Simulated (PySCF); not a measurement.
# C2H12Si4: the cost of one run

The runs use PySCF 2.14.0, with density-fitted response routines of our own; the level of theory stands in each step. All values are computed, except where a source is named. Atoms are numbered from 0 throughout.

## (1) The starting structure

18 atoms, charge 0, multiplicity 1; geometry from: GFN2-xTB.

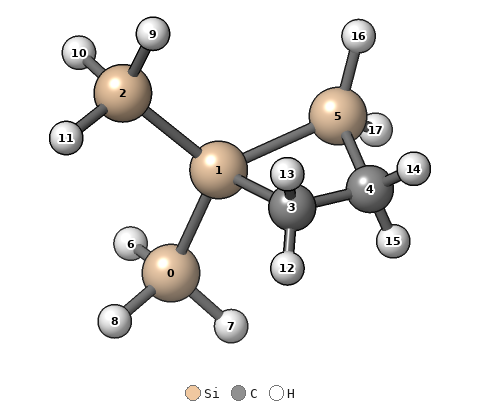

As it starts; silicon light orange, carbon grey, hydrogen white, atoms numbered; sticks join atoms by distance.

## (2) Excited states and response: wB97X-D/def2-SVPD

Job settings and geometry (Å):

```
{"job": {"kind": "uv", "xc": "wB97X-D", "basis": "def2-SVPD", "nstates": 8, "ntriplets": 3}, "charge": 0, "multiplicity": 1}
Si     1.387187    -2.104278    -0.228597
Si     0.475766     0.019893     0.107152
Si     2.010067     1.764462    -0.098711
C     -1.062045     0.289493    -1.057312
C     -2.221004     0.006677    -0.082955
Si    -1.342114     0.155853     1.614747
H      2.327344    -2.424303     0.849546
H      0.393121    -3.180375    -0.252087
H      2.142510    -2.223166    -1.480238
H      1.407198     3.097477    -0.027949
H      2.996905     1.687409     0.981268
H      2.766061     1.725917    -1.354131
H     -1.109926    -0.333557    -1.950645
H     -1.108750     1.324132    -1.401629
H     -3.067717     0.673408    -0.240888
H     -2.596055    -1.006800    -0.230494
H     -1.656149     1.427282     2.282483
H     -1.751157    -0.893205     2.558781
```

With the program's defaults for keys left out, this is: TDDFT wB97X-D/def2-SVPD, vertical, gas phase, core orbitals frozen in the response.

Run with:

```bash
$ OMP_NUM_THREADS=1 python probes_run.py task.json out
```

The driver reads the jobs from task.json and runs them one after another.

Q: Estimate the wall time and peak memory of this job on 1 thread of Intel Xeon at 2.50GHz, shared host.

About 2.6 min, with a peak of 1 GiB.
